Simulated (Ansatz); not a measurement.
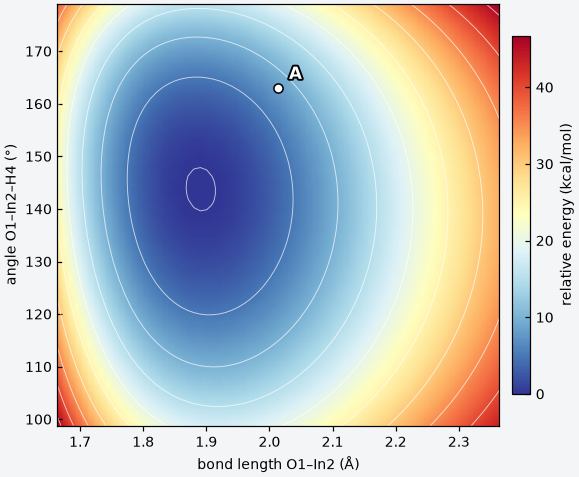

ClHInO, SMILES [O-][InH][Cl], charge −1. First axis: bond length O1–In2. Second axis: angle O1–In2–H4. Nothing is relaxed (all other coordinates rigid). The scan uses an 11 × 11 grid. Points are written as (first, second). All energies are given in kcal/mol relative to the lowest grid point. All numbers below come from RKS B3LYP-D4/def2-TZVPD (Ansatz).

In the figure: a smooth colour map with a few white contour lines, the point A. Between grid points the surface is interpolated.

**Which way does the force act at A, and how strong is it?**

A, at (2.014 Å, 163.0°), is not a stationary point. The computed force is 58 kcal/mol for each Å towards smaller values of bond length O1–In2 and 0.46 kcal/mol for each degree towards smaller values of angle O1–In2–H4.
